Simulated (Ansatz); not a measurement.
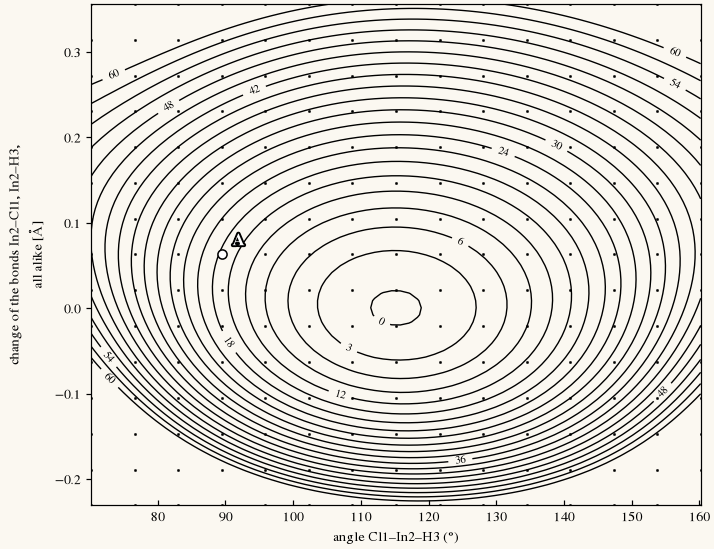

ClHIn, SMILES [Cl][InH], spin multiplicity 2. First axis: angle Cl1–In2–H3. Second axis: change of the bonds In2–Cl1, In2–H3, all alike. Nothing is relaxed (all other coordinates rigid). The grid has 15 × 15 points. Points are written as (first, second). Energies are in kJ/mol, from the lowest grid point. All numbers below come from Ansatz, UKS PBE-D4/def2-TZVP.

In the figure: contour lines labelled in kJ/mol (none above 60), dots at the grid points, the point A. Between grid points the surface is interpolated.

Q: Is A at rest? If not, where is it pushed?

A: A, at (89.5°, 0.063 Å), is not a stationary point. The computed force is 1.2 kJ/mol for each degree towards larger values of angle Cl1–In2–H3 and 59 kJ/mol for each Å towards smaller values of the second coordinate.
